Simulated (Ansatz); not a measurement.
# The cluster SiPt3: a spread of methods and bases

How do the results and run time of the cluster SiPt3 respond when the settings are drawn wide?

Method: the settings change from run to run; program: Ansatz 0.2.0, Gaussian basis.

## Step 1: The relaxed structure

An earlier PBE0-D4/def2-SVP relaxation fixed the geometry. Pt takes a core potential in def2 sets; no spin-orbit term is included.

4 atoms, charge 0, spin multiplicity 1.

Atoms are counted from 1 here; the program's logs count them from 0.

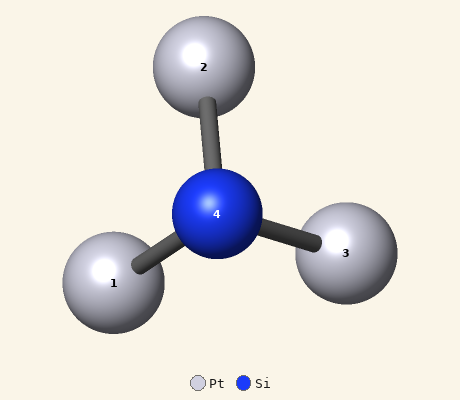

The structure; platinum light grey, silicon blue; atoms are numbered from 1 in the order of the file.

## Step 2: rPW86-PBE/def2-SVP

Options: density fitting with def2-universal-jkfit, finite nuclei, rVV10 dispersion.

File in.yaml:

```yaml
crystal:
  periodic: [false, false, false]
  atoms:
    - {symbol: Pt, position_ang: [1.580880, -0.070740, 0.001370]}
    - {symbol: Pt, position_ang: [-0.608245, 0.040281, 1.459797]}
    - {symbol: Pt, position_ang: [-0.658571, -1.120574, -0.902909]}
    - {symbol: Si, position_ang: [-0.314064, 1.151023, -0.558267]}
basis:
  gaussian: {orbitals: def2-SVP, fitting: {mean_field: def2-universal-jkfit}, nuclear_model: gaussian}
hamiltonian: {xc: {name: rPW86-PBE}, dispersion: rvv10}
scf: {omitted_lower_state_checks: [starts]}
```

Launch:

```sh
ansatz run in.yaml --threads 2 --pin off --events-out ev --progress --plain --max-ram 4352MiB
```

The program printed:

```text
Functional definition: rPW86-PBE+rVV10
  name "rPW86-PBE+rVV10"
  cite "Murray, Lee & Langreth, J. Chem. Theory Comput. 5, 2754 (2009) doi:10.1021/ct900365q"
  cite "Perdew, Burke & Ernzerhof, Phys. Rev. Lett. 77, 3865 (1996) doi:10.1103/PhysRevLett.77.3865"
  cite "Vydrov & Van Voorhis, J. Chem. Phys. 133, 244103 (2010) doi:10.1063/1.3521275"
  cite "Sabatini, Gorni & de Gironcoli, Phys. Rev. B 87, 041108(R) (2013) doi:10.1103/PhysRevB.87.041108"
  parent "pbe"
  exchange = rpw86_x
  correlation = pbe_c + rvv10(6.3, 0.0093)
these checks for a lower state are left out or cut short: starts
809 factors; integrals over basis functions are off by at most 9.9e-3 eV
mean field evaluation 1: about -17629.2651 eV, gradient 5.7e1 eV
mean field evaluation 2: about -17473.3208 eV, gradient 2.7e2 eV
mean field evaluation 4: about -17631.7619 eV, gradient 4.5e1 eV
mean field evaluation 8: about -17636.6528 eV, gradient 1.7e0 eV
mean field evaluation 16: about -17636.6636 eV, gradient 6.7e-4 eV
mean field -17636.66364133 eV, -648.1354342588 hartree, gradient 5.3e-5 eV, S^2 0.000000; 0 other end points of the search recorded, 0 dependent functions left out
reference -17636.66373871 eV, -648.1354378375 hartree; 34, 34 occupied and 80, 80 virtual orbitals, 809 factors
Total energy: -17636.66373871 eV, -648.1354378375 hartree
Checks for a lower state left out: starts
```

Wall time 11 s (2 threads of Arm Neoverse V2, shared host).

## Step 3: wB97X-V/def2-mTZVPP

Set apart from the defaults: multiplicity 3, restricted open-shell orbitals, atoms shaken by 0.03 Å.

File in.yaml:

```yaml
crystal:
  periodic: [false, false, false]
  atoms:
    - {symbol: Pt, position_ang: [1.538426, -0.102482, -0.003342]}
    - {symbol: Pt, position_ang: [-0.637438, -0.007736, 1.501299]}
    - {symbol: Pt, position_ang: [-0.661014, -1.128381, -0.915832]}
    - {symbol: Si, position_ang: [-0.313970, 1.165468, -0.597485]}
basis:
  gaussian: {orbitals: def2-mTZVPP}
magnetization: {spin_polarized: false, initial_magnetization: 2}
hamiltonian: {xc: {name: wB97X-V}}
scf: {omitted_lower_state_checks: [starts]}
```

The command is unchanged.

The program printed:

```text
Functional definition: wB97X-V
  name "wB97X-V"
  cite "Mardirossian & Head-Gordon, Phys. Chem. Chem. Phys. 16, 9904 (2014) doi:10.1039/C3CP54374A"
  cite "Becke, J. Chem. Phys. 107, 8554 (1997) doi:10.1063/1.475007"
  cite "Vydrov & Van Voorhis, J. Chem. Phys. 133, 244103 (2010) doi:10.1063/1.3521275"
  parameter omega = 0.3/bohr
  parameter cx = 0.167
  parameter cx1 = 0.603
  parameter cx2 = 1.194
  parameter css0 = 0.556
  parameter css1 = -0.257
  parameter cos0 = 1.219
  parameter cos1 = -1.850
  parameter b = 6.0
  parameter c = 0.01
  exchange = spin_sum(e_x_unif_sr(omega)*poly(b97_u_x, 1 - cx, cx1, cx2)) + cx*exact_x_sr(omega) + exact_x_lr(omega)
  correlation = spin_sum(e_c_pw_same_spin*poly(b97_u_same, css0, css1))
      + integral(e_c_pw_opposite_spin*poly(b97_u_opposite, cos0, cos1)) + vv10(b, c)
these checks for a lower state are left out or cut short: starts
1520 factors; integrals over basis functions are off by at most 1.6e-4 eV
381 factors; integrals over basis functions are off by at most 6.1e-6 eV
mean field evaluation 1: about -17604.1854 eV, gradient 6.1e1 eV
mean field evaluation 2: about -17604.2484 eV, gradient 6.1e1 eV
mean field evaluation 4: about -17612.3115 eV, gradient 2.4e1 eV
mean field evaluation 8: about -17613.8171 eV, gradient 1.6e0 eV
mean field evaluation 16: about -17614.8371 eV, gradient 5.8e-1 eV
mean field -17614.86549208 eV, -647.3343670493 hartree, gradient 7.6e-6 eV, S^2 2.000000; 0 other end points of the search recorded, 0 dependent functions left out
reference -17614.86549151 eV, -647.3343670283 hartree; 35, 33 occupied and 100, 102 virtual orbitals, 1520 factors
Total energy: -17614.86549151 eV, -647.3343670283 hartree
Checks for a lower state left out: starts
```

Run time: 61 s. Hardware: 2 threads of Arm Neoverse V2, shared host; peak memory 0.84 GiB.

## Step 4: PBE0/def2-mTZVP

Options: unrestricted orbitals, D3(BJ) with three-body dispersion.

File in.yaml:

```yaml
crystal:
  periodic: [false, false, false]
  atoms:
    - {symbol: Pt, position_ang: [1.580880, -0.070740, 0.001370]}
    - {symbol: Pt, position_ang: [-0.608245, 0.040281, 1.459797]}
    - {symbol: Pt, position_ang: [-0.658571, -1.120574, -0.902909]}
    - {symbol: Si, position_ang: [-0.314064, 1.151023, -0.558267]}
basis:
  gaussian: {orbitals: def2-mTZVP}
magnetization: {spin_polarized: true, initial_magnetization: 0}
hamiltonian: {xc: {name: PBE0}, dispersion: d3bjatm}
scf: {omitted_lower_state_checks: [starts]}
```

Launched as before.

The program printed:

```text
Functional definition: PBE0
  name "PBE0"
  cite "Adamo & Barone, J. Chem. Phys. 110, 6158 (1999) doi:10.1063/1.478522"
  cite "Perdew, Burke & Ernzerhof, Phys. Rev. Lett. 77, 3865 (1996) doi:10.1103/PhysRevLett.77.3865"
  parent pbe
  parameter a = 0.25
  parameter kappa = 0.804
  parameter beta = 0.06672455060314922
  exchange = (1 - a)*pbe_x(kappa = kappa, mu = beta*pi^2/3) + a*exact_x
  correlation = pbe_c(beta = beta)
these checks for a lower state are left out or cut short: starts
1453 factors; integrals over basis functions are off by at most 2.3e-4 eV
mean field evaluation 1: about -17611.0865 eV, gradient 3.6e1 eV
mean field evaluation 2: about -17581.5351 eV, gradient 9.3e1 eV
mean field evaluation 4: about -17616.3456 eV, gradient 6.0e0 eV
mean field evaluation 8: about -17616.7732 eV, gradient 4.4e-1 eV
mean field evaluation 16: about -17616.7754 eV, gradient 1.5e-4 eV
mean field evaluation 32: about -17616.7997 eV, gradient 2.4e-1 eV
mean field evaluation 64: about -17616.7999 eV, gradient 1.5e-2 eV
mean field -17616.80004127 eV, -647.4054604206 hartree, gradient 4.2e-6 eV, S^2 0.368713; 2 other end points of the search recorded, 0 dependent functions left out
reference -17616.80007007 eV, -647.4054614792 hartree; 34, 34 occupied and 96, 96 virtual orbitals, 1453 factors
Total energy: -17617.04550761 eV, -647.4144811422 hartree
Checks for a lower state left out: starts
```

It took 98 s on 2 threads of Arm Neoverse V2, shared host; peak memory 0.65 GiB.

⟨S²⟩ 0.369. The spin excess of 0.37 shows a contaminated determinant.

## Step 5: All runs side by side

```
              level  charge  multiplicity  geometry  functions  energy (eV)  time
 rPW86-PBE/def2-SVP       0             1   relaxed        114   -17636.664  11 s
wB97X-V/def2-mTZVPP       0             3    shaken        135   -17614.865  61 s
    PBE0/def2-mTZVP       0             1   relaxed        130   -17617.046  98 s
```

## Step 6: Results

| quantity | value |
| --- | --- |
| runs | 3 |
| quickest | rPW86-PBE/def2-SVP, 11 s |
| slowest | PBE0/def2-mTZVP, 98 s |
| spread of total energies, same state and geometry | 19.6 eV |

**Reading.** Run time spans a factor of 9, from rPW86-PBE/def2-SVP to PBE0/def2-mTZVP. The jobs differ in tasks and options as well as level. Total energies at one charge and spin differ by 20 eV between levels, so only differences within one level mean anything.
